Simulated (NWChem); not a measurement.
# U-r2SCAN/pcseg-1 run of AlCl2 (SMILES [Cl][Al][Cl])

Aim: the vertical ionisation energy of AlCl2 at U-r2SCAN/pcseg-1, from 2 runs. 

The calculation is run with NWChem 7.3.0.

6 further runs of the same task are left out: 6 set aside as unsound or not needed.

**1. The molecule**

AlCl2 has 3 atoms, charge 0, and is taken as a doublet. SMILES: `[Cl][Al][Cl]`. Geometry: relaxed at PBE0-D4/def2-TZVP.

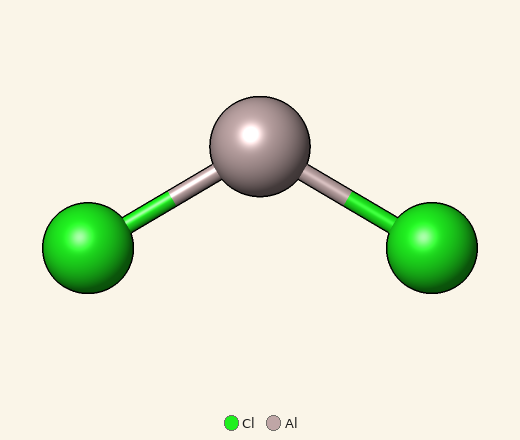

The structure, seen from a chosen angle (chlorine green, aluminium light grey).

**2. A single-point energy at U-r2SCAN/pcseg-1**

File mymol.nw:

```
start mymol
title "AlCl2 r2SCAN"
memory total 2200 mb
geometry noautosym nocenter noautoz
   Cl     1.374800     0.868300     0.838700
   Al    -0.432100     0.520700    -0.177200
   Cl    -0.953600    -1.453800    -0.674700
end
basis spherical bse
   Cl library pcseg-1
   Al library pcseg-1
end
dft
   xc r2scan
   mult 2
   grid fine
   convergence energy 1e-08
   iterations 100
   mulliken
   print low
end
task dft
```

On the command line:

```sh
$ nwchem mymol.nw > mymol.out
```

The program printed:

```text
[...]
 d= 0,ls=0.0,diis     1  -1162.7433484714 -1.32D+03  1.71D-02  7.89D-02     0.9
[...]
 d= 0,ls=0.0,diis     8  -1162.7932750419 -6.01D-09  1.22D-06  3.80D-09     6.1
[...]
         Total DFT energy =    -1162.793275041941
      One electron energy =    -1914.050962591184
           Coulomb energy =      672.842442285797
    Exchange-Corr. energy =      -75.110960683366
 Nuclear repulsion energy =      153.526205946810
[...]
      Total Density - Mulliken Population Analysis
     ---------------------------------------------
    Atom       Charge   Shell Charges
 -----------   ------   -------------------------------------------------------
    1 Cl  17    17.31   2.00  1.99  1.23  0.72  5.99  3.85  1.51  0.02
    2 Al  13    12.38   2.00  1.99  0.91  0.25  5.98  1.06  0.03  0.15
    3 Cl  17    17.31   2.00  1.99  1.23  0.72  5.99  3.85  1.51  0.02
[...]
      <S2> =      0.7526 (Exact =     0.7500)
[...]
```

Wall time 6.9 s (1 thread of Intel Xeon Platinum 8559C (Emerald Rapids), shared host); peak memory 0.11 GiB.

**3. The singlet cation, same level**

File run.nw:

```
start run
memory 2200 mb
charge 1
geometry units au noautosym nocenter noautoz
  Cl   2.59799548   1.64084919   1.58491330
  Al  -0.81655066   0.98398039  -0.33485947
  Cl  -1.80204283  -2.74728384  -1.27499822
end
basis spherical bse
  * library pcseg-1
end
dft
  xc r2scan
  mult 1
  grid fine
  convergence energy 1e-08
  maxiter 100
  mulliken
  print low
end
task dft energy
```

On the command line:

```sh
$ nwchem run.nw > run.out
```

The program printed:

```text
[...]
 d= 0,ls=0.0,diis     1  -1162.2888165508 -1.32D+03  6.14D-02  1.30D+00     0.7
[...]
 d= 0,ls=0.0,diis    11  -1162.4600167841 -3.23D-11  2.54D-07  7.11D-11     5.7
         Total DFT energy =    -1162.460016784080
      One electron energy =    -1902.729779334506
           Coulomb energy =      661.540902975788
    Exchange-Corr. energy =      -74.797335303277
 Nuclear repulsion energy =      153.526194877914
[...]
      Total Density - Mulliken Population Analysis
     ---------------------------------------------
    Atom       Charge   Shell Charges
 -----------   ------   -------------------------------------------------------
    1 Cl  17    17.05   2.00  1.99  1.27  0.70  5.99  3.79  1.29  0.02
    2 Al  13    11.90   2.00  1.99  0.83 -0.01  5.99  0.99 -0.04  0.15
    3 Cl  17    17.05   2.00  1.99  1.27  0.70  5.99  3.79  1.29  0.02
[...]
```

Run time: 6.3 s. Hardware: 1 thread of Intel Xeon Platinum 8559C (Emerald Rapids), shared host; peak memory 0.11 GiB.

**4. What came out**

Level: U-r2SCAN/pcseg-1.

| quantity | value |
| --- | --- |
| doublet AlCl2: total energy | -1162.79328 Eh |
| doublet AlCl2: ⟨S²⟩ | 0.753 |
| singlet cation: total energy | -1162.46002 Eh |
| vertical ionisation energy (to the singlet cation) | 9.068 eV |

What this shows: Removing an electron at fixed nuclei costs 9.07 eV (875 kJ/mol). Only the singlet of the ionised species was computed; a triplet could lie lower. Mulliken charges (singlet cation) run from -0.05 on Cl1 to +1.10 on Al2.
